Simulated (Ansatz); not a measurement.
Mo: pressure series

Consider Mo in the bcc (W type) structure (space group Im-3m, No. 229; a = 3.1509 Å).

Cell and atoms are relaxed at each pressure.

Method: Ansatz (a first-principles code), r2SCAN, PAW, cutoff 500 eV, spin-orbit coupling left out, earlier PAW set.

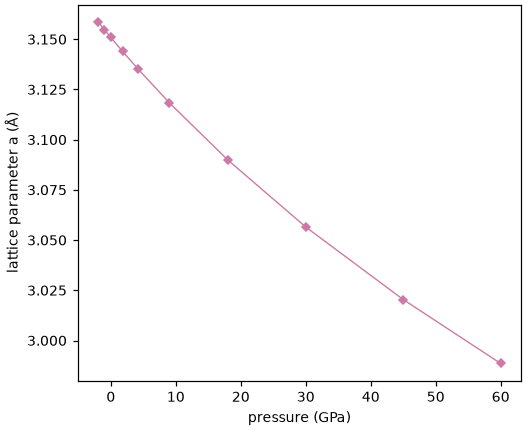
Fig. 1. Lattice parameter a against pressure

| pressure (GPa) | lattice parameter a |
|---|---|
| -2 | 3.159 Å |
| -1 | 3.155 Å |
| 1.8 | 3.144 Å |
| 4.2 | 3.135 Å |
| 9 | 3.118 Å |
| 18 | 3.090 Å |
| 30 | 3.057 Å |
| 45 | 3.020 Å |
| 60 | 2.989 Å |

Load acts through the strain it causes; cell and atoms are relaxed under it. No phonon test of stability was made. Competing high-pressure phases were not computed. All final runs are without spin polarisation.
